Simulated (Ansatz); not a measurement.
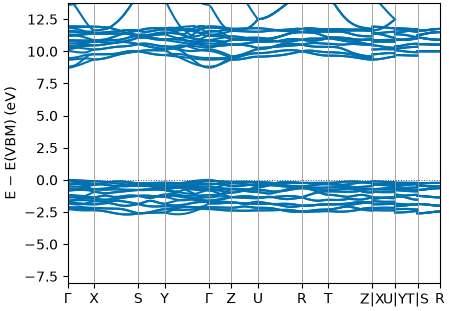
Figure. Band structure from r²SCAN in the plane-wave PAW code Ansatz

### Question
Read off the gap and where the band edges lie.

### Answer
About 8.7 eV (8.73 eV by a search for the band edges); maximum at Γ, minimum at Γ.

The material is CaF2 in space group Pnma (No. 62; Ca on 4c, F on 4c, F on 4c).

The workflow started from a Materials Project entry (that database holds measured and hypothetical structures alike); the Crystallography Open Database copy checked does not list it. It is not the phase usual at ambient conditions (space group No. 225). The cell was relaxed with r²SCAN under the symmetry of its start; its stability against distortions is not shown here.

Potentials: the later of the program's two PAW sets.
